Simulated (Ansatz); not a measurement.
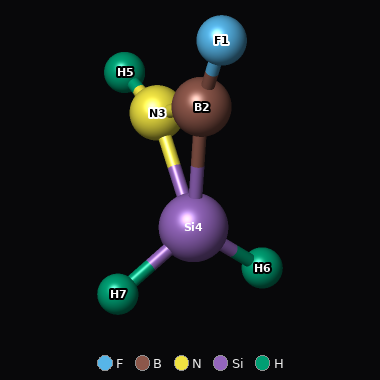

The system is BFH₃NSi (SMILES FB1N[SiH2]1) with the probe H2O; the picture shows it without the atoms that are moved over the map. 
- The probe is moved over a plane parallel to the molecule's main plane, 4.31 Å above it.
- First axis: x of the probe's O atom. Second axis: y of the probe's O atom.
- Nothing is relaxed (molecule and probe rigid, the probe upright with O nearest the plane).
- The grid has 13 × 11 points.
- Energies are in kJ/mol, from molecule and probe far apart, each relaxed in its own basis (no counterpoise correction).
- Computed with Ansatz 0.2.0, RKS B3LYP-D4/def2-SVPD.

Range: x of the probe's O atom from −3.78 to 3.78 Å; y of the probe's O atom from −3.15 to 3.15 Å.

Question: What landscape does the calculation give?

Answer: The lowest grid point is at x of the probe's O atom = −0.63 Å, y of the probe's O atom = 0.00 Å, −3.13 kJ/mol from molecule and probe far apart, each relaxed in its own basis (no counterpoise correction). It is the only kind of minimum in the scanned range. The highest grid point, x of the probe's O atom = 3.78 Å, y of the probe's O atom = 1.26 Å, lies 4.33 kJ/mol above the lowest. Near the minimum the curvatures are about 0.0068 and 0.009 eV/Å² along the soft and the stiff direction.

```tsv
y of the probe's O atom ↓, x of the probe's O atom →	−3.78	−3.15	−2.52	−1.89	−1.26	−0.63	0.00	0.63	1.26	1.89	2.52	3.15	3.78
3.15	−0.83	−1.00	−1.10	−1.11	−1.02	−0.84	−0.57	−0.22	0.16	0.53	0.80	0.95	0.99
2.52	−1.10	−1.35	−1.52	−1.55	−1.49	−1.33	−1.02	−0.60	−0.09	0.42	0.81	1.03	1.09
1.89	−1.43	−1.74	−1.93	−2.03	−2.05	−1.94	−1.64	−1.13	−0.47	0.23	0.78	1.08	1.17
1.26	−1.71	−2.04	−2.24	−2.42	−2.58	−2.57	−2.29	−1.72	−0.91	−0.03	0.68	1.08	1.20
0.63	−1.79	−2.14	−2.38	−2.65	−2.94	−3.02	−2.78	−2.20	−1.30	−0.28	0.55	1.02	1.18
0.00	−1.67	−2.06	−2.39	−2.72	−3.02	−3.13	−2.96	−2.43	−1.52	−0.47	0.40	0.92	1.11
−0.63	−1.50	−1.90	−2.29	−2.61	−2.86	−2.95	−2.82	−2.36	−1.55	−0.57	0.26	0.77	0.99
−1.26	−1.36	−1.73	−2.08	−2.38	−2.59	−2.65	−2.51	−2.12	−1.43	−0.60	0.13	0.61	0.84
−1.89	−1.26	−1.58	−1.90	−2.16	−2.34	−2.37	−2.21	−1.85	−1.28	−0.59	0.02	0.45	0.67
−2.52	−1.17	−1.46	−1.74	−1.99	−2.14	−2.14	−1.98	−1.64	−1.14	−0.58	−0.07	0.30	0.52
−3.15	−1.07	−1.33	−1.59	−1.81	−1.94	−1.94	−1.78	−1.47	−1.04	−0.57	−0.15	0.18	0.38
```

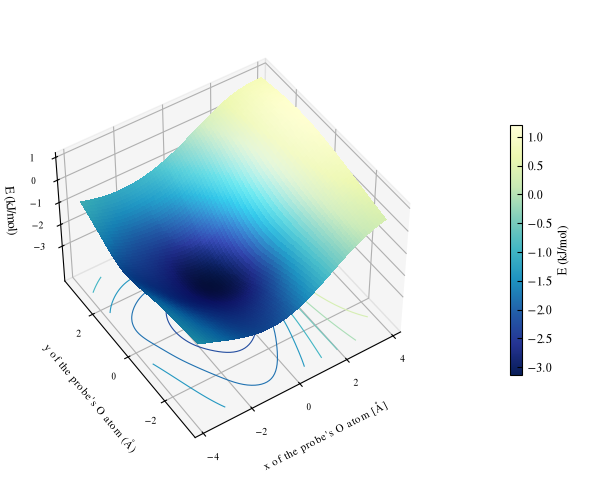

Drawn: a relief with its contours projected below. Between grid points the surface is interpolated.

Time for the 143 points that were run: 9.4 min on 1 thread of Intel(R) Xeon(R) 6975P-C (Granite Rapids), on a shared host.
